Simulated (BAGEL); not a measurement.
**PBE0/def2-SVP (density fitting with qzvpp-jkfit) run of C3H4FN (SMILES NC1(F)C=C1)**

Aim: the energy change on altering one bond length of C3H4FN at PBE0/def2-SVP (density fitting with qzvpp-jkfit), from 2 runs. 

The calculation is run with BAGEL 1.2.2.

1 further run of the same task is left out (set aside as unsound or not needed). Runs told in other sessions of the task aren't counted.

### 1 Starting point

The species is C3H4FN (9 atoms), meant as a singlet with charge 0. SMILES: `NC1(F)C=C1`. The coordinates come from a PBE0-D4/def2-TZVP relaxation. This is one conformer, not always the lowest.

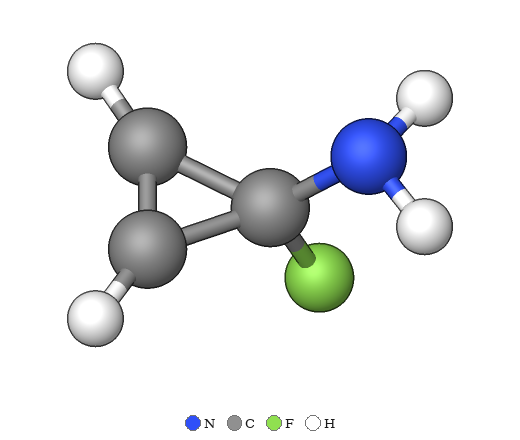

Viewed from a chosen angle; nitrogen blue, carbon grey, fluorine green, hydrogen white.

### 2 The energy at PBE0/def2-SVP (density fitting with qzvpp-jkfit)

The input, dft.json:

```json
{ "bagel": [

{
  "title": "molecule",
  "basis": "svp",
  "df_basis": "qzvpp-jkfit",
  "angstrom": true,
  "geometry": [
    { "atom": "N", "xyz": [   -0.377300,    0.877100,   -1.013000 ] },
    { "atom": "C", "xyz": [    0.137600,   -0.161200,   -0.210200 ] },
    { "atom": "F", "xyz": [    0.837000,   -1.105900,   -0.986500 ] },
    { "atom": "C", "xyz": [   -0.502200,   -0.673000,    0.994600 ] },
    { "atom": "C", "xyz": [    0.596500,    0.002000,    1.163000 ] },
    { "atom": "H", "xyz": [   -1.009800,    0.505800,   -1.711800 ] },
    { "atom": "H", "xyz": [    0.371800,    1.354900,   -1.499700 ] },
    { "atom": "H", "xyz": [   -1.313600,   -1.240900,    1.419200 ] },
    { "atom": "H", "xyz": [    1.348600,    0.394800,    1.827200 ] }
  ]
},
{ "title": "ks", "xc_func": "pbe0" },
{ "title": "print", "file": "orbitals.molden", "orbitals": true }

]}
```

Launch:

```console
$ BAGEL_NUM_THREADS=1 BAGEL dft.json > dft.out
```

The program printed:

```text
* using 1 threads per process

  ===============================================================
  ===============================================================

  *** Geometry ***

  { "atom" : "N", "xyz" : [     -0.712994,      1.657479,     -1.914293 ] },
  { "atom" : "C", "xyz" : [      0.260026,     -0.304624,     -0.397220 ] },
  { "atom" : "F", "xyz" : [      1.581701,     -2.089848,     -1.864215 ] },
  { "atom" : "C", "xyz" : [     -0.949020,     -1.271786,      1.879522 ] },
  { "atom" : "C", "xyz" : [      1.127222,      0.003779,      2.197751 ] },
  { "atom" : "H", "xyz" : [     -1.908245,      0.955823,     -3.234833 ] },
  { "atom" : "H", "xyz" : [      0.702600,      2.560390,     -2.834022 ] },
  { "atom" : "H", "xyz" : [     -2.482344,     -2.344961,      2.681899 ] },
  { "atom" : "H", "xyz" : [      2.548485,      0.746064,      3.452908 ] },

  Number of auxiliary basis functions:      451

  Since a DF basis is specified, we compute 2- and 3-index integrals:
    o Being stored without compression. Storage requirement is 0.029 GB

  Number of basis functions:       90
  Number of electrons      :       38

    * METHOD: MOLECULE                             0.22

  *** Kohn-Sham DFT ***

    * Removing 17185 points whose weight is below 1.00e-10
    * Grid points: 116969

  === Nuclear Repulsion ===
   167.9019372275

       - DIIS with orbital gradients will be used.

  === KS iteration (pbe0 / svp) ===
      0       -236.29604984          0.15967186           0.43
      1       -213.93525515          0.16529208           0.41
      2       -224.84981972          0.17364709           0.41
      3       -266.08078195          0.08558199           0.41
      4       -269.64300982          0.04417332           0.41
      5       -270.37975830          0.02315055           0.41
      6       -270.64017703          0.01324222           0.42
      7       -270.71280150          0.00547532           0.41
      8       -270.72871845          0.00115859           0.41
      9       -270.72931619          0.00053307           0.41
     10       -270.72945183          0.00004938           0.41
     11       -270.72945332          0.00001009           0.41
     12       -270.72945336          0.00000514           0.40
     13       -270.72945337          0.00000290           0.41
     14       -270.72945338          0.00000069           0.41
     15       -270.72945338          0.00000029           0.41
     16       -270.72945338          0.00000008           0.41
     17       -270.72945338          0.00000003           0.41
     18       -270.72945338          0.00000001           0.41
    * SCF iteration converged.

    * Permanent dipole moment:
           (    0.182129,    -0.244081,    -0.210810) a.u.

    * METHOD: KS                                   8.57

    * METHOD: PRINT                                0.02

  ===============================================================
```

Wall time 9 s (1 thread of Arm Neoverse V1, shared host); peak memory 0.47 GiB.

### 3 The distorted shape at the same level

The input, calc.json:

```json
{ "bagel": [

{
  "title": "molecule",
  "basis": "svp",
  "df_basis": "qzvpp-jkfit",
  "angstrom": true,
  "geometry": [
    { "atom": "N", "xyz": [   -0.602922,    0.759264,   -1.212253 ] },
    { "atom": "C", "xyz": [   -0.088022,   -0.279036,   -0.409453 ] },
    { "atom": "F", "xyz": [    0.611378,   -1.223736,   -1.185753 ] },
    { "atom": "C", "xyz": [   -0.727822,   -0.790836,    0.795347 ] },
    { "atom": "C", "xyz": [    0.370878,   -0.115836,    0.963747 ] },
    { "atom": "H", "xyz": [   -1.235422,    0.387964,   -1.911053 ] },
    { "atom": "H", "xyz": [    0.146178,    1.237064,   -1.698953 ] },
    { "atom": "H", "xyz": [   -1.539222,   -1.358736,    1.219947 ] },
    { "atom": "H", "xyz": [    1.348600,    0.394800,    1.827200 ] }
  ]
},
{
  "title": "ks",
  "xc_func": "pbe0"
},
{
  "title": "print",
  "file": "orbitals.molden",
  "orbitals": true
}

]}
```

Launch:

```console
$ BAGEL_NUM_THREADS=1 BAGEL calc.json > calc.out
```

The program printed:

```text
* using 1 threads per process

  ===============================================================
  ===============================================================

  *** Geometry ***

  { "atom" : "N", "xyz" : [     -1.139357,      1.434801,     -2.290826 ] },
  { "atom" : "C", "xyz" : [     -0.166337,     -0.527302,     -0.773754 ] },
  { "atom" : "F", "xyz" : [      1.155337,     -2.312526,     -2.240748 ] },
  { "atom" : "C", "xyz" : [     -1.375384,     -1.494463,      1.502988 ] },
  { "atom" : "C", "xyz" : [      0.700858,     -0.218898,      1.821218 ] },
  { "atom" : "H", "xyz" : [     -2.334609,      0.733146,     -3.611367 ] },
  { "atom" : "H", "xyz" : [      0.276236,      2.337712,     -3.210556 ] },
  { "atom" : "H", "xyz" : [     -2.908708,     -2.567639,      2.305366 ] },
  { "atom" : "H", "xyz" : [      2.548485,      0.746064,      3.452908 ] },

  Number of auxiliary basis functions:      451

  Since a DF basis is specified, we compute 2- and 3-index integrals:
    o Being stored without compression. Storage requirement is 0.029 GB

  Number of basis functions:       90
  Number of electrons      :       38

    * METHOD: MOLECULE                             0.22

  *** Kohn-Sham DFT ***

    * Removing 16843 points whose weight is below 1.00e-10
    * Grid points: 117311

  === Nuclear Repulsion ===
   166.6838862383

       - DIIS with orbital gradients will be used.

  === KS iteration (pbe0 / svp) ===
      0       -236.32821715          0.16029316           0.42
      1       -213.74638859          0.15947706           0.40
      2       -225.27121849          0.17317817           0.40
      3       -265.53149803          0.08675990           0.40
      4       -269.09801533          0.05244523           0.41
      5       -270.19459182          0.02742891           0.41
      6       -270.55044940          0.01627931           0.40
      7       -270.65419718          0.00837524           0.41
      8       -270.68712796          0.00282515           0.41
      9       -270.69069900          0.00102891           0.41
     10       -270.69121532          0.00015469           0.41
     11       -270.69122723          0.00006010           0.41
     12       -270.69122833          0.00003513           0.41
     13       -270.69122912          0.00000415           0.41
     14       -270.69122913          0.00000203           0.42
     15       -270.69122913          0.00000081           0.42
     16       -270.69122913          0.00000012           0.41
     17       -270.69122913          0.00000002           0.41
     18       -270.69122913          0.00000001           0.42
     19       -270.69122913          0.00000001           0.41
    * SCF iteration converged.

    * Permanent dipole moment:
           (    0.197678,    -0.238606,    -0.181235) a.u.

    * METHOD: KS                                   8.94

    * METHOD: PRINT                                0.02

  ===============================================================
```

Run time: 9.6 s. Hardware: 1 thread of Arm Neoverse V1, shared host; peak memory 0.47 GiB.

### 4 Outcome

Level: PBE0/def2-SVP (density fitting with qzvpp-jkfit).

| quantity | value |
| --- | --- |
| first shape: total energy | -270.72945 Eh |
| first shape: dipole moment | 0.94 D |
| first shape: HOMO energy | -7.31 eV |
| first shape: LUMO energy | 0.01 eV |
| first shape: HOMO–LUMO gap | 7.33 eV |
| distorted shape: total energy | -270.69123 Eh |
| distorted shape: dipole moment | 0.91 D |
| distorted shape: HOMO energy | -7.35 eV |
| distorted shape: LUMO energy | 0.08 eV |
| distorted shape: HOMO–LUMO gap | 7.43 eV |
| energy change with the C5–H9 bond stretched from 1.078 to 1.401 Å | 1.040 eV |

What this shows: With the C5–H9 bond stretched from 1.078 to 1.401 Å the energy rises by 1.04 eV (24 kcal/mol). The first shape isn't relaxed at this level, so the change isn't measured from a minimum.
